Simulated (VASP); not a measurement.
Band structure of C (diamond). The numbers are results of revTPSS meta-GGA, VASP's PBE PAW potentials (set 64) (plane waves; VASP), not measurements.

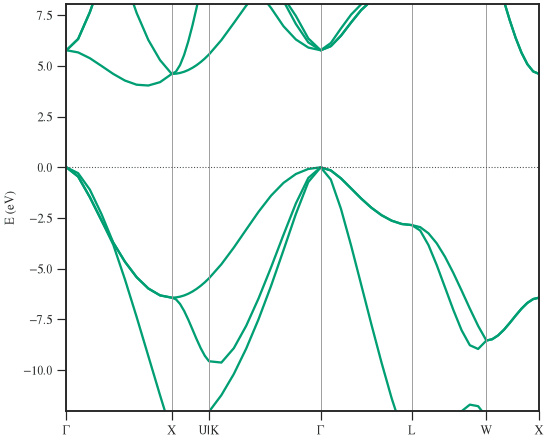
Figure: Bands along high-symmetry lines, zero at the valence-band maximum or, without a gap, the Fermi level

### Question
Read the plot: is there a gap, and where are the band edges?

### Answer
The gap is indirect, 4.03 eV, from the valence maximum at Γ to the conduction minimum at (0.36, 0.36, 0.00).

The compound is C in the diamond structure. It was relaxed first.
